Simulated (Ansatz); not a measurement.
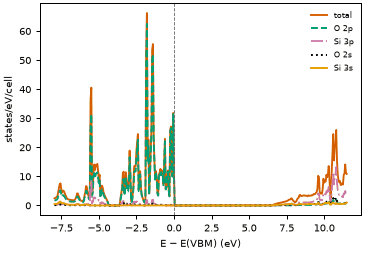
Total and projected density of states of SiO$_{2}$ in space group I-43m (No. 217; Si on 12d, O on 24g), plane-wave PAW r²SCAN (Ansatz code)

**Question.** Which orbitals carry the states next to the gap?

**Answer.** Top 1 eV of the valence band: O 2p 97 %. Bottom 1 eV of the conduction band: Si 3s 30 %, Si 3p 16 %, O 2s 14 %, outside the projected shells 36 %. Projections are on Löwdin-orthogonalised atomic valence shells; empty p or d shells of many metals are not among them.

**Question.** Where is the tallest occupied peak in this window, and what makes it?

**Answer.** Near -1.8 eV, about 66 states/eV per cell; the largest projected share is O 2p.

The workflow started from a Materials Project entry (that database holds measured and hypothetical structures alike); the Crystallography Open Database copy checked does not list it. It is not the phase usual at ambient conditions (space group No. 92, 152, 154). The cell was relaxed with r²SCAN under the symmetry of its start; its stability against distortions is not shown here.

Potentials: the earlier of the program's two PAW sets. The files were generated under PBE; for other functionals the program regenerates the frozen cores, and for LDA and PBEsol the local potential too.
